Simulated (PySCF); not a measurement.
# SiHClF (SMILES F[SiH]Cl) at 4 levels

Wanted: a comparison of 4 runs (UMP2/STO-3G, UCISD/STO-3G, UCCSD(T)/STO-3G, FCI/STO-3G) of SiHClF. 

The results are computed with PySCF 2.14.0.

8 further runs of the same task are left out: 3 that didn't finish, 5 set aside as unsound or not needed.

**1. The structure to begin with**

SiHClF: 4 atoms, total charge 0, spin state doublet. As SMILES, `F[SiH]Cl`. The Si2–Cl3 distance was set to 3.617 Å, away from the relaxed value. At this shape a bond of the SMILES string is far longer than usual.

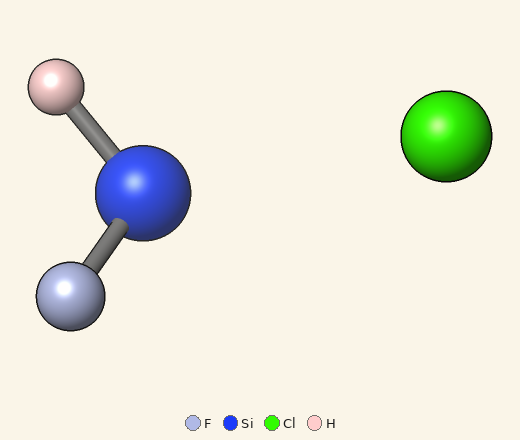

Viewed from a chosen angle; fluorine light blue, silicon blue, chlorine green, hydrogen pink.

**2. A single-point energy at UMP2/STO-3G (run 1)**

calc.py reads:

```python
from pyscf import gto, mp

system = gto.M(
    atom='''
F   -2.542956  -0.083568   0.724174
Si  -1.754896   0.035532  -0.685766
Cl   1.732630  -0.546640   0.075470
H   -2.084796   1.370902  -1.128856
''',
    spin=1,
    max_memory=1860,
    verbose=3,
    basis='sto-3g',
)

mf = system.UHF()
mf.conv_tol = 1e-10
mf.kernel()
if not mf.converged:
    mf = mf.newton().run(mf.mo_coeff, mf.mo_occ)

pt = mp.MP2(mf, frozen=11).run()
e_tot = pt.e_tot
print('E = %.10f Eh' % e_tot)
```

Started as:

```
OMP_NUM_THREADS=1 python calc.py
```

The log of the run:

```text
converged SCF energy = -838.709615651725  <S^2> = 0.79276709  2S+1 = 2.0423194
E(UMP2) = -838.76034585982  E_corr = -0.0507302080947669
E(SCS-UMP2) = -838.763935488444  E_corr = -0.0543198367183349
E = -838.7603458598 Eh
```

It took 0.66 s on 1 thread of Arm Neoverse V2, shared host; peak memory 0.12 GiB.

**3. The energy at UCISD/STO-3G (run 2)**

mol.xyz reads:

```xyz
4

F     -2.542956    -0.083568     0.724174
Si    -1.754896     0.035532    -0.685766
Cl     1.732630    -0.546640     0.075470
H     -2.084796     1.370902    -1.128856
```

input.py reads:

```python
from pyscf import gto, ci

mol = gto.M(
    atom='mol.xyz',
    verbose=3,
    max_memory=1860,
    basis='sto-3g',
    charge=0,
    spin=1,
)

mf = mol.UHF()
mf.conv_tol = 1e-10
mf.kernel()
if not mf.converged:
    mf = mf.newton().run(mf.mo_coeff, mf.mo_occ)

cisd = ci.CISD(mf, frozen=11)
cisd.kernel()
e_tot = cisd.e_tot
print('E(%s) = %.9f' % ('CISD', e_tot))
```

Started as:

```
OMP_NUM_THREADS=1 python input.py
```

The log of the run:

```text
converged SCF energy = -838.709615651725  <S^2> = 0.79276709  2S+1 = 2.0423194
E(UCISD) = -838.7759988443398  E_corr = -0.06638319261434406
E(CISD) = -838.775998844
```

It took 0.76 s on 1 thread of Arm Neoverse V2, shared host; peak memory 0.12 GiB.

Run 3 isn't shown in full; the table further down has it.

**4. The energy at FCI/STO-3G (run 4)**

calc.py reads:

```python
from pyscf import gto, mcscf

molecule = gto.M(
    atom=[
    ('F', (-2.542956, -0.083568, 0.724174)),
    ('Si', (-1.754896, 0.035532, -0.685766)),
    ('Cl', (1.732630, -0.546640, 0.075470)),
    ('H', (-2.084796, 1.370902, -1.128856)),
],
    max_memory=1860,
    basis='sto-3g',
    verbose=3,
    spin=1,
)

myscf = molecule.ROHF()
myscf.conv_tol = 1e-10
myscf.kernel()
if not myscf.converged:
    myscf = myscf.newton().run(myscf.mo_coeff, myscf.mo_occ)

cas = mcscf.CASCI(myscf, myscf.mo_coeff.shape[-1] - 11, (molecule.nelec[0] - 11, molecule.nelec[1] - 11))  # full CI above the frozen core
cas.fix_spin_(ss=0.75)
cas.kernel()
etot = cas.e_tot
print('E = %.10f Eh' % etot)
```

Started as:

```
OMP_NUM_THREADS=1 python calc.py
```

The log of the run:

```text
SCF not converged.
SCF energy = -838.706536328204
converged SCF energy = -838.709374666093
CASCI E = -838.782639272327  E(CI) = -65.1359749336583  S^2 = 0.7500000
E = -838.7826392723 Eh
```

Wall time 20 s (1 thread of Arm Neoverse V2, shared host); peak memory 0.16 GiB.

**5. The series**

```csv
run,level,energy (Eh),dipole moment (D) of the reference,HOMO energy (eV),LUMO energy (eV),wall time
1,UMP2/STO-3G,-838.760346,0.65,-6.20,1.59,0.66 s
2,UCISD/STO-3G,-838.775999,0.65,-6.20,1.59,0.76 s
3,UCCSD(T)/STO-3G,-838.781896,0.65,-6.20,1.59,0.9 s
4,FCI/STO-3G,-838.782639,0.62,–,–,20 s
```

**6. Outcome**

| quantity | value |
| --- | --- |
| run 4: total energy | -838.78264 Eh |
| run 4: dipole moment (Hartree–Fock density) | 0.62 D |
| run 4: correlation energy (11 core orbitals frozen) | -73.3 mEh |

**Reading.** Against full CI in this basis: UMP2 +22.3 mEh; UCISD +6.6 mEh; UCCSD(T) +0.7 mEh. In runs 1, 2, 3, 4 the basis is minimal, so the values are rough. All runs together took 23 s, the longest 20 s.
